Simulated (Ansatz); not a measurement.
## Electronic structure of Li···Al₂ (charge −1) in real space

Input file:

```
crystal:
  periodic: [false, false, false]
  atoms:
    - {symbol: Li, position_ang: [-0.919848, 0.474130, -1.244049]}
    - {symbol: Al, position_ang: [0.622085, 0.914730, 0.941093]}
    - {symbol: Al, position_ang: [0.297762, -1.388859, 0.302956]}
basis:
  gaussian: {orbitals: def2-TZVPD, initial_orbitals: start.molden}
total_charge: -1
hamiltonian: {xc: pbe0, dispersion: d4}
output: {forces: true, orbitals: {seedname: orbitals}}
```

Launched as:

```sh
ansatz run in.yaml --threads 2 --pin off --events-out ev --progress --plain --max-ram 4352MiB
```

Geometry: PBE0-D4/def2-TZVPD; the highest occupied orbital lies above zero, a sign that basis and functional describe the outermost electron poorly.

Computed with RKS PBE0-D4/def2-TZVPD (Ansatz 0.2.0).

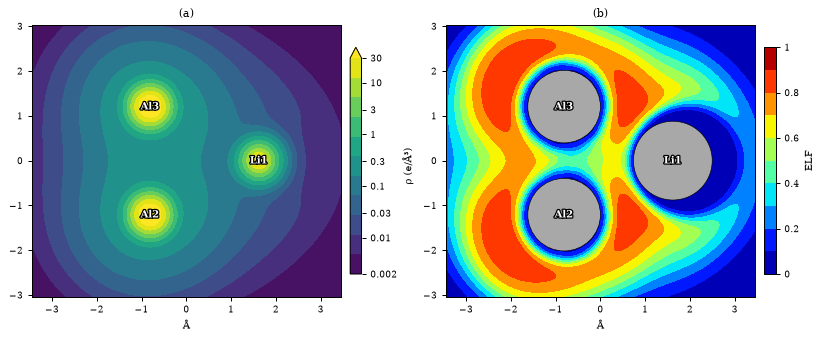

Figure 1. (a) total electron density; (b) electron localisation function on the molecular plane. Grey discs cover the atomic cores in the ELF map.

Question: Describe what can be read from this map.

Answer:
- The plane passes through Li and Al nuclei.
- Li1···Al3 (2.71 Å): the density falls to about 0.11 e/Å³ on the way; the ELF peaks at about 0.75 in the valence shell of Al, 1.4 Å from its nucleus, and is about 0.75 at the midpoint.
- Al–Al (2.41 Å): ρ is about 0.25 e/Å³ halfway; the ELF is about 0.45 at the midpoint.
- Li–Al (2.71 Å): ρ is about 0.16 e/Å³ halfway; the ELF peaks at about 0.75 in the valence shell of Al, 1.4 Å from its nucleus, and is about 0.75 at the midpoint.
- The ELF also peaks beside Al2 and Al3, away from the bonds: lone-pair regions.

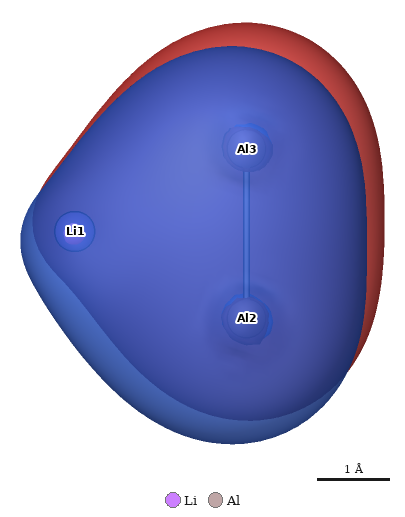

Figure 2. The HOMO at ±0.05 Å⁻³ᐟ² (blue and red are the two phases), seen across its widest extent.

Question: Describe this orbital and give its energy.

Answer: By Hirshfeld shares it lies mainly on Al2 (about 40 %), Al3 (about 40 %) and Li1 (about 15 %); it changes sign across the molecular plane (π type); π-bonding across Al2–Al3. Its energy is 0.29 eV.

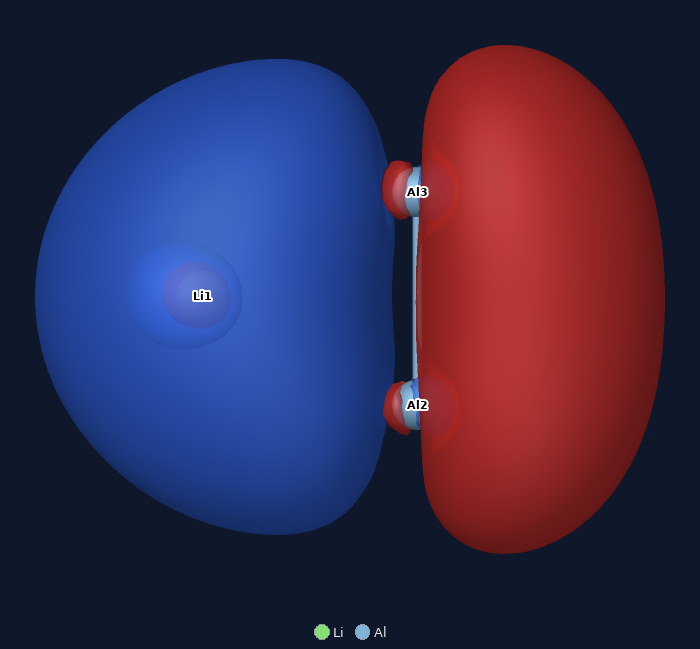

Figure 3. The HOMO−1 at ±0.05 Å⁻³ᐟ² (red and blue are the two phases), seen at a tilt.

Question: Describe this orbital and give its energy.

Answer: By Hirshfeld shares it lies mainly on Al2 (about 35 %), Al3 (about 35 %) and Li1 (about 25 %); it is symmetric in the molecular plane (an in-plane orbital: σ, lone-pair or in-plane π type). Its energy is −0.30 eV.
